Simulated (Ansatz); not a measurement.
# GeAsH3 (triplet): the correlation ladder, cc-pVTZ

Aim: climb from Hartree-Fock through coupled cluster and multireference methods for GeAsH3 (triplet) at one geometry and basis, and see what each rung misses.

Method: cc-pVTZ, core rule «outside noble gas», up to 28 orbitals frozen; program: Ansatz 0.2.0, Gaussian basis.

To be run: UHF; CCSD(T) on ROHF; CCSD(T) on UHF; BCCD(T) on ROHF; CCSDT(Q) on ROHF; CCSDT(Q) on UHF; CASSCF and NEVPT2, 12 electrons in 11 orbitals.

6 further runs of the same task are left out: 6 set aside as unsound or not needed. Runs told in other sessions of the task aren't counted.

## Step 1: What is computed

The geometry is a PBE0/def2-TZVP stationary point (not a proven minimum). No spin-orbit coupling is included. The filled d shell of Ge, As may be among the frozen orbitals whatever the setting's name suggests.

5 atoms, charge 0, spin multiplicity 3.

Atoms are counted from 1 here; the program's logs count them from 0.

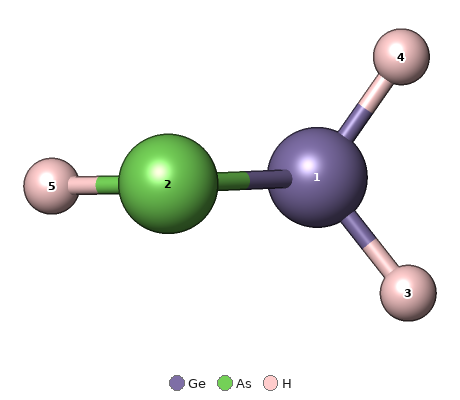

The geometry (germanium purple, arsenic green, hydrogen pink); atoms are numbered from 1 in the order of the file.

Coordinates:

```xyz
5

Ge    0.0000   -0.0566    1.2141
As    0.0000    0.0562   -1.2063
H    -1.2446    0.6821    1.7739
H     1.2446    0.6822    1.7739
H     0.0000   -1.4603   -1.3789
```

In the tables R marks a restricted open-shell determinant and U an unrestricted one; 'valence' is the active space of 12 electrons in 11 orbitals; energies count from the table's Hartree-Fock row.

## Step 2: UHF

File in.yaml:

```yaml
crystal:
  periodic: [false, false, false]
  atoms:
    - {symbol: Ge, position_ang: [0.000000, -0.056595, 1.214134]}
    - {symbol: As, position_ang: [0.000000, 0.056163, -1.206338]}
    - {symbol: H, position_ang: [-1.244560, 0.682142, 1.773873]}
    - {symbol: H, position_ang: [1.244554, 0.682153, 1.773873]}
    - {symbol: H, position_ang: [0.000006, -1.460284, -1.378912]}
basis:
  gaussian: {orbitals: cc-pVTZ}
magnetization: {spin_polarized: true, initial_magnetization: 2}
hamiltonian: {xc: hf}
output: {orbitals: {seedname: orbitals}}
```

Started as:

```
> ansatz run in.yaml --threads 1 --pin off --events-out ev --progress --plain --max-ram 4096MiB --backend cpu
```

The log of the run:

```text
Functional definition: HF
  name "HF"
  cite "Fock, Z. Phys. 61, 126 (1930) doi:10.1007/BF01340294"
  parent pbe
  exchange = exact_x
  correlation = 0
797 factors; integrals over basis functions are off by at most 1.3e-3 eV
mean field evaluation 1: about -117317.0128 eV, gradient 8.3e0 eV
mean field evaluation 2: about -117317.0151 eV, gradient 8.3e0 eV
mean field evaluation 4: about -117318.1146 eV, gradient 1.3e0 eV
mean field evaluation 8: about -117318.1465 eV, gradient 6.0e-3 eV
mean field -117318.14646130 eV, -4311.3623613569 hartree, gradient 1.9e-5 eV, S^2 2.021331; 0 other end points of the search recorded, 0 dependent functions left out
reference -117318.14646130 eV, -4311.3623613569 hartree; 35, 33 occupied and 93, 95 virtual orbitals, 797 factors
Total energy: -117318.14646130 eV, -4311.3623613569 hartree
```

Run time: 3.9 s. Hardware: 1 thread of AMD EPYC 7R13, shared host; peak memory 0.33 GiB.

From the report: ⟨S²⟩ of the determinant 2.021 (pure triplet: 2.00).

## Step 3: CCSD(T) on ROHF

Changes to in.yaml since step 2:

```diff
@@ -10,4 +10,4 @@
   gaussian: {orbitals: cc-pVTZ}
-magnetization: {spin_polarized: true, initial_magnetization: 2}
-hamiltonian: {xc: hf}
-output: {orbitals: {seedname: orbitals}}
+magnetization: {spin_polarized: false, initial_magnetization: 2}
+correlation: {method: ccsd_t, electrons: outside_noble_gas}
+output: {forces: true}
```

Started as:

```
> ansatz run in.yaml --threads 2 --pin off --events-out ev --progress --plain --max-ram 24576MiB --backend cuda --devices 0, --max-vram 18GiB
```

The log of the run, cut to the lines that bear on the results:

```text
Functional definition: HF
  name "HF"
  cite "Fock, Z. Phys. 61, 126 (1930) doi:10.1007/BF01340294"
  parent pbe
[...]
797 factors; integrals over basis functions are off by at most 1.3e-3 eV
[...]
mean field -117317.97811808 eV, -4311.3561748578 hartree, gradient 7.0e-6 eV, S^2 2.000000; 1 other end points of the search recorded, 0 dependent functions left out
determinant -117317.97811808 eV, -4311.3561748578 hartree, with singles and doubles -117325.19465374 eV, -4311.6213776519 hartree
determinant -117315.50199961 eV, -4311.2651791824 hartree, with singles and doubles -117322.75918623 eV, -4311.5318758715 hartree
28 core orbitals not correlated: weight in the atoms' cores, before any rotation towards them, 1.000 or more for the frozen orbitals, at most 0.000 for the correlated occupied ones
reference -117317.97811808 eV, -4311.3561748578 hartree; 7, 5 occupied and 93, 95 virtual orbitals, 797 factors
second order -5.97245501 eV of doubles, -0.09509778 eV of singles
cycle   1  -7.07931363 eV  change   -4.6e-1 eV  update   2.1e-2
[...]
cycle  12  -7.09499000 eV  change   -9.9e-8 eV  update   7.9e-7
perturbative correction -0.26920772 eV, -0.0098932012 hartree
[...]
Total energy: -117325.34231581 eV, -4311.6268041326 hartree
Atom 0 at     0.000000    -0.056595     1.214134 Å, force     0.000000    -0.039267     0.229739 eV/Å
Atom 1 at     0.000000     0.056163    -1.206338 Å, force    -0.000000     0.042240    -0.284407 eV/Å
Atom 2 at    -1.244560     0.682142     1.773873 Å, force    -0.068186     0.022667     0.036689 eV/Å
Atom 3 at     1.244554     0.682153     1.773873 Å, force     0.068186     0.022668     0.036689 eV/Å
Atom 4 at     0.000006    -1.460284    -1.378912 Å, force     0.000000    -0.048307    -0.018709 eV/Å
Dipole moment:     0.000000    -0.080934    -0.001158 e Å
```

It took 14 s on 1 × H100 (card shared with other runs) with 2 threads of AMD EPYC 7R13, shared host; peak host memory 1.1 GiB.

From the report: correlation -7.3642 eV; T1 0.023; largest double amplitude 0.05.

## Step 4: CCSD(T) on UHF

Changes to in.yaml since step 3:

```diff
@@ -10,3 +10,3 @@
   gaussian: {orbitals: cc-pVTZ}
-magnetization: {spin_polarized: false, initial_magnetization: 2}
+magnetization: {spin_polarized: true, initial_magnetization: 2}
 correlation: {method: ccsd_t, electrons: outside_noble_gas}
```

The command is unchanged.

The log of the run, cut to the lines that bear on the results:

```text
Functional definition: HF
  name "HF"
  cite "Fock, Z. Phys. 61, 126 (1930) doi:10.1007/BF01340294"
  parent pbe
[...]
797 factors; integrals over basis functions are off by at most 1.3e-3 eV
[...]
mean field -117318.14646130 eV, -4311.3623613569 hartree, gradient 9.3e-6 eV, S^2 2.021331; 1 other end points of the search recorded, 0 dependent functions left out
determinant -117318.14646130 eV, -4311.3623613569 hartree, with singles and doubles -117325.19760949 eV, -4311.6214862734 hartree
determinant -117315.70597897 eV, -4311.2726752855 hartree, with singles and doubles -117322.76733715 eV, -4311.5321754122 hartree
28 core orbitals not correlated: weight in the atoms' cores, before any rotation towards them, 1.000 or more for the frozen orbitals, at most 0.000 for the correlated occupied ones
reference -117318.14646130 eV, -4311.3623613569 hartree; 7, 5 occupied and 93, 95 virtual orbitals, 797 factors
second order -5.88204335 eV of doubles, -0.00000000 eV of singles
cycle   1  -6.92162584 eV  change   -4.6e-1 eV  update   2.2e-2
[...]
cycle  12  -6.93861543 eV  change   -4.6e-8 eV  update   8.5e-7
perturbative correction -0.26395161 eV, -0.0097000426 hartree
[...]
Total energy: -117325.34902834 eV, -4311.6270508135 hartree
Atom 0 at     0.000000    -0.056595     1.214134 Å, force     0.000000    -0.040417     0.231673 eV/Å
Atom 1 at     0.000000     0.056163    -1.206338 Å, force    -0.000000     0.042382    -0.285123 eV/Å
Atom 2 at    -1.244560     0.682142     1.773873 Å, force    -0.067526     0.022899     0.035960 eV/Å
Atom 3 at     1.244554     0.682153     1.773873 Å, force     0.067526     0.022900     0.035960 eV/Å
Atom 4 at     0.000006    -1.460284    -1.378912 Å, force     0.000000    -0.047764    -0.018469 eV/Å
Dipole moment:     0.000000    -0.081519    -0.000726 e Å
```

Wall time 7.5 s (1 × H100 (card shared with other runs) with 2 threads of AMD EPYC 7R13, shared host); peak host memory 1.1 GiB.

From the report: ⟨S²⟩ of the determinant 2.021 (pure triplet: 2.00); correlation -7.2026 eV; T1 0.018; largest double amplitude 0.05.

## Step 5: BCCD(T) on ROHF

Changes to in.yaml since step 4:

```diff
@@ -10,4 +10,3 @@
   gaussian: {orbitals: cc-pVTZ}
-magnetization: {spin_polarized: true, initial_magnetization: 2}
-correlation: {method: ccsd_t, electrons: outside_noble_gas}
-output: {forces: true}
+magnetization: {spin_polarized: false, initial_magnetization: 2}
+correlation: {method: bccd_t, electrons: outside_noble_gas}
```

Launched as before.

The log of the run, cut to the lines that bear on the results:

```text
Functional definition: HF
  name "HF"
  cite "Fock, Z. Phys. 61, 126 (1930) doi:10.1007/BF01340294"
  parent pbe
[...]
797 factors; integrals over basis functions are off by at most 1.3e-3 eV
[...]
mean field -117317.97811808 eV, -4311.3561748578 hartree, gradient 7.0e-6 eV, S^2 2.000000; 1 other end points of the search recorded, 0 dependent functions left out
determinant -117317.97811808 eV, -4311.3561748578 hartree, with singles and doubles -117325.19465374 eV, -4311.6213776519 hartree
determinant -117315.50199961 eV, -4311.2651791824 hartree, with singles and doubles -117322.75918623 eV, -4311.5318758715 hartree
28 core orbitals not correlated: weight in the atoms' cores, before any rotation towards them, 1.000 or more for the frozen orbitals, at most 0.000 for the correlated occupied ones
reference -117317.97811808 eV, -4311.3561748578 hartree; 7, 5 occupied and 93, 95 virtual orbitals, 797 factors
second order -5.97245501 eV of doubles, -0.09509778 eV of singles
cycle   1  -7.08083593 eV  change   -4.6e-1 eV  update   2.2e-2
[...]
cycle  10  -7.09023889 eV  change   -2.7e-6 eV  update   8.9e-6
perturbative correction -0.27499021 eV, -0.0101057039 hartree
Total energy: -117325.34334719 eV, -4311.6268420350 hartree
```

Wall time 8 s (1 × H100 (card shared with other runs) with 2 threads of AMD EPYC 7R13, shared host); peak host memory 0.82 GiB.

From the report: correlation -7.3652 eV; largest double amplitude 0.05.

## Step 6: CCSDT(Q) on ROHF

Changes to in.yaml since step 5:

```diff
@@ -11,2 +11,2 @@
 magnetization: {spin_polarized: false, initial_magnetization: 2}
-correlation: {method: bccd_t, electrons: outside_noble_gas}
+correlation: {method: ccsdt_q, electrons: outside_noble_gas}
```

Launched as before.

The log of the run, cut to the lines that bear on the results:

```text
Functional definition: HF
  name "HF"
  cite "Fock, Z. Phys. 61, 126 (1930) doi:10.1007/BF01340294"
  parent pbe
[...]
1534 factors; integrals over basis functions are off by at most 1.7e-7 eV
[...]
mean field -117317.97815436 eV, -4311.3561761909 hartree, gradient 2.6e-6 eV, S^2 2.000000; 1 other end points of the search recorded, 0 dependent functions left out
determinant -117317.97815436 eV, -4311.3561761909 hartree, with singles and doubles -117325.19470932 eV, -4311.6213796944 hartree
determinant -117315.50203599 eV, -4311.2651805195 hartree, with singles and doubles -117322.75925121 eV, -4311.5318782597 hartree
28 core orbitals not correlated: weight in the atoms' cores, before any rotation towards them, 1.000 or more for the frozen orbitals, at most 0.000 for the correlated occupied ones
reference -117317.97815436 eV, -4311.3561761909 hartree; 7, 5 occupied and 93, 95 virtual orbitals, 1534 factors
second order -5.97248269 eV of doubles, -0.09509778 eV of singles
cycle   1  -6.79813623 eV  change   -7.3e-1 eV  update   8.6e-2
[...]
cycle  17  -7.40290580 eV  change    3.2e-7 eV  update   6.4e-7
perturbative correction -0.01179471 eV, -0.0004334475 hartree
Total energy: -117325.39285487 eV, -4311.6286614089 hartree
```

It took 47 s on 1 × H100 (card shared with other runs) with 2 threads of AMD EPYC 7R13, shared host; peak host memory 1.3 GiB.

From the report: correlation -7.4147 eV; T1 0.024; largest double amplitude 0.05.

## Step 7: CCSDT(Q) on UHF

Changes to in.yaml since step 6:

```diff
@@ -10,3 +10,3 @@
   gaussian: {orbitals: cc-pVTZ}
-magnetization: {spin_polarized: false, initial_magnetization: 2}
+magnetization: {spin_polarized: true, initial_magnetization: 2}
 correlation: {method: ccsdt_q, electrons: outside_noble_gas}
```

The command is unchanged.

The log of the run, cut to the lines that bear on the results:

```text
Functional definition: HF
  name "HF"
  cite "Fock, Z. Phys. 61, 126 (1930) doi:10.1007/BF01340294"
  parent pbe
[...]
1534 factors; integrals over basis functions are off by at most 1.7e-7 eV
[...]
mean field -117318.14649769 eV, -4311.3623626945 hartree, gradient 2.0e-6 eV, S^2 2.021331; 1 other end points of the search recorded, 0 dependent functions left out
determinant -117318.14649769 eV, -4311.3623626945 hartree, with singles and doubles -117325.19766436 eV, -4311.6214882898 hartree
determinant -117315.70601582 eV, -4311.2726766397 hartree, with singles and doubles -117322.76740218 eV, -4311.5321778023 hartree
28 core orbitals not correlated: weight in the atoms' cores, before any rotation towards them, 1.000 or more for the frozen orbitals, at most 0.000 for the correlated occupied ones
reference -117318.14649769 eV, -4311.3623626945 hartree; 7, 5 occupied and 93, 95 virtual orbitals, 1534 factors
second order -5.88207007 eV of doubles, -0.00000000 eV of singles
cycle   1  -6.62669507 eV  change   -7.4e-1 eV  update   8.6e-2
[...]
cycle  17  -7.24261133 eV  change    3.8e-7 eV  update   7.0e-7
perturbative correction -0.01207917 eV, -0.0004439014 hartree
Total energy: -117325.40118820 eV, -4311.6289676532 hartree
```

Wall time 45 s (1 × H100 (card shared with other runs) with 2 threads of AMD EPYC 7R13, shared host); peak host memory 1.1 GiB.

From the report: ⟨S²⟩ of the determinant 2.021 (pure triplet: 2.00); correlation -7.2547 eV; T1 0.019; largest double amplitude 0.05.

## Step 8: CASSCF and NEVPT2, 12 electrons in 11 orbitals

Changes to in.yaml since step 7:

```diff
@@ -10,3 +10,3 @@
   gaussian: {orbitals: cc-pVTZ}
-magnetization: {spin_polarized: true, initial_magnetization: 2}
-correlation: {method: ccsdt_q, electrons: outside_noble_gas}
+magnetization: {spin_polarized: false, initial_magnetization: 2}
+correlation: {method: sc_nevpt2, electrons: outside_noble_gas, active_space: {window: {electrons: 12, orbitals: 11}, shells: [{species: As, l: s, shell: 4}, {species: As, l: p, shell: 4}, {species: Ge, l: s, shell: 4}, {species: Ge, l: p, shell: 4}, {species: H, l: s, shell: 1}]}}
```

Same command.

The log of the run:

```text
Functional definition: HF
  name "HF"
  cite "Fock, Z. Phys. 61, 126 (1930) doi:10.1007/BF01340294"
  parent pbe
  exchange = exact_x
  correlation = 0
1534 factors; integrals over basis functions are off by at most 1.7e-7 eV
mean field evaluation 1: about -117316.9822 eV, gradient 9.8e0 eV
mean field evaluation 2: about -117316.9864 eV, gradient 9.8e0 eV
mean field evaluation 4: about -117317.9612 eV, gradient 1.6e0 eV
mean field evaluation 8: about -117317.9779 eV, gradient 1.3e-1 eV
mean field -117317.97815436 eV, -4311.3561761909 hartree, gradient 2.6e-6 eV, S^2 2.000000; 0 other end points of the search recorded, 0 dependent functions left out
reference -117317.97815436 eV, -4311.3561761909 hartree; 35, 33 occupied and 93, 95 virtual orbitals, 1534 factors
state -117319.79317011 eV, -4311.4228767894 hartree
state -117319.79317011 eV, -4311.4228767894 hartree; corrected -117324.04051446 eV, -4311.5789638153 hartree
Total energy: -117324.04051446 eV, -4311.5789638153 hartree
Checks for a lower state left out: starts, orbital_swaps
```

It took 10 s on 1 × H100 (card shared with other runs) with 2 threads of AMD EPYC 7R13, shared host; peak host memory 0.92 GiB.

From the report: 106,624 determinants; active occupations 1.99, 1.98, 1.97, 1.97, 1.97, 1.00, 1.00, 0.04, 0.03, 0.02, 0.02.

## Step 9: Natural occupations

Natural occupations of the CASSCF valence state about the gap (report; correlated orbitals 3 to 11): 1.970, 1.969, 1.966, 1.004, 1.001, 0.038, 0.032, 0.024, 0.023. The count of effectively unpaired electrons, Σ n²(2 − n)², is 2.03; a single determinant of this spin has 2.

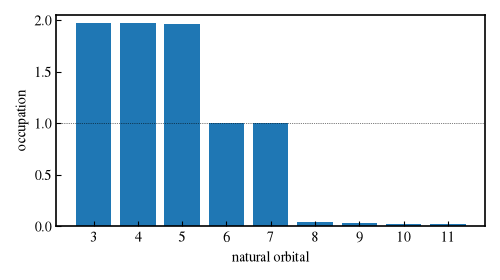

Natural occupations of the CASSCF valence state.

## Step 10: Misses and costs

The yardstick is UCCSDT(Q), where the cluster series has nearly closed. Rows without a time are mean-field rows or come out of runs for another level: lower rungs of the coupled-cluster runs, CASSCF and MRCISD of the multireference runs, or the Hartree-Fock search. The times of RCCSD(T), UCCSD(T) include forces.

```tsv
method	energy from the lowest ROHF (kcal/mol)	from UCCSDT(Q) (kcal/mol)	time
ROHF	0.00	+171.18	
UHF	-3.88	+167.30	
RMP2	-139.92	+31.26	
UMP2	-139.53	+31.65	
RCCSD	-163.61	+7.57	
UCCSD	-163.89	+7.29	
RCCSD(T)	-169.82	+1.36	14 s
UCCSD(T)	-169.98	+1.20	7.5 s
BCCD(T)	-169.85	+1.33	8 s
RCCSDT	-170.72	+0.46	
UCCSDT	-170.90	+0.28	
RCCSDT(Q)	-170.99	+0.19	47 s
UCCSDT(Q)	-171.18	0	45 s
CASSCF valence	-41.86	+129.32	
NEVPT2 valence	-139.80	+31.38	10 s
```

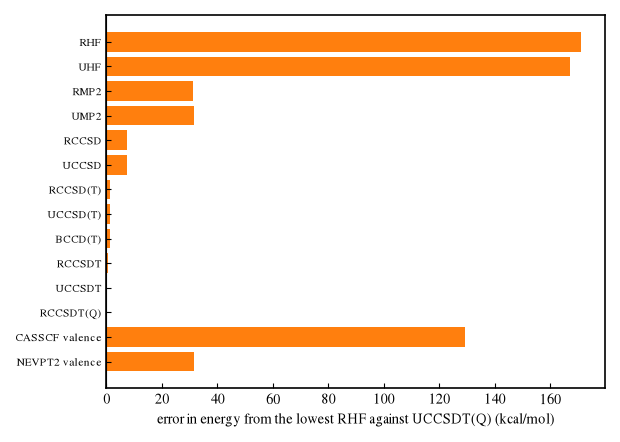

Deviations from UCCSDT(Q), method by method.

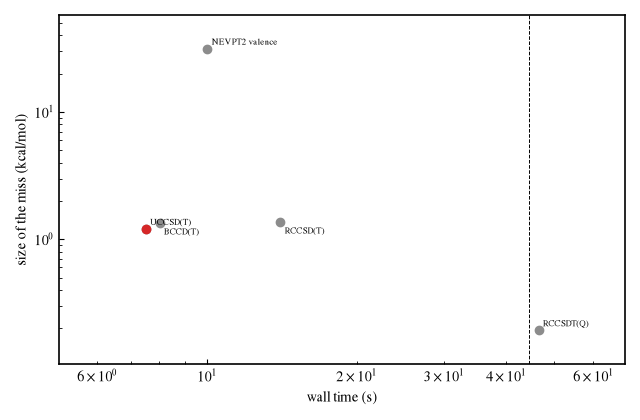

Accuracy for the time spent; red marks the levels that beat every quicker one drawn (of those quicker than the yardstick), and the dashed line is the time of UCCSDT(Q). Times are from a shared host.

With the free atoms at the same levels and basis (separate runs), the atomisation energy is 10.194 eV at UCCSDT(Q), 10.197 eV at RCCSD(T), 10.175 eV at UCCSD(T), 7.170 eV at ROHF.

## Step 11: Summary of results

| quantity | value |
| --- | --- |
| UCCSDT(Q) from the ROHF energy | -7.4231 eV |
| RMP2 from UCCSDT(Q) | +31.26 kcal/mol |
| UMP2 from UCCSDT(Q) | +31.65 kcal/mol |
| RCCSD from UCCSDT(Q) | +7.57 kcal/mol |
| RCCSD(T) from UCCSDT(Q) | +1.36 kcal/mol |
| UCCSD(T) from UCCSDT(Q) | +1.20 kcal/mol |
| RCCSDT(Q) from UCCSDT(Q) | +0.19 kcal/mol |
| NEVPT2 valence from UCCSDT(Q) | +31.38 kcal/mol |
| levels within 1 kcal/mol (43 meV) | RCCSDT, UCCSDT, RCCSDT(Q) |
| T1 diagnostic | 0.023 |
| effectively unpaired electrons | 2.03 |

RCCSD(T) lands +1.36 kcal/mol from the yardstick (0.8 % of the correlation energy). One determinant dominates. These misses are within one basis, not against nature; the frozen cores of restricted and unrestricted runs differ, which can shift their rows.

For cost: UCCSD(T) gets within 1.20 kcal/mol in 7.5 s, where UCCSDT(Q) took 45 s.
